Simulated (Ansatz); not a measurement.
**Pressure series in Ti**

Base system: Ti in the hcp (Mg type) structure (space group P6_3/mmc, No. 194; a = 2.936 Å, c = 4.636 Å).

Cell and atoms are relaxed at each pressure.

All numbers come from r2SCAN/PAW in Ansatz (an electronic-structure program), no spin-orbit coupling.

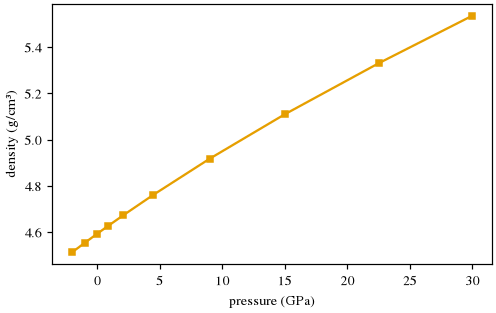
*Density against pressure*

| pressure (GPa) | density |
|---|---|
| -2 | 4.51 g/cm³ |
| -1 | 4.55 g/cm³ |
| 0.9 | 4.63 g/cm³ |
| 2.1 | 4.67 g/cm³ |
| 4.5 | 4.76 g/cm³ |
| 9 | 4.92 g/cm³ |
| 15 | 5.11 g/cm³ |
| 22.5 | 5.33 g/cm³ |
| 30 | 5.54 g/cm³ |

Load acts through the strain it causes; cell and atoms are relaxed under it. Stability against distortions was not tested. No other phases were tried under pressure. All final runs are without spin polarisation.
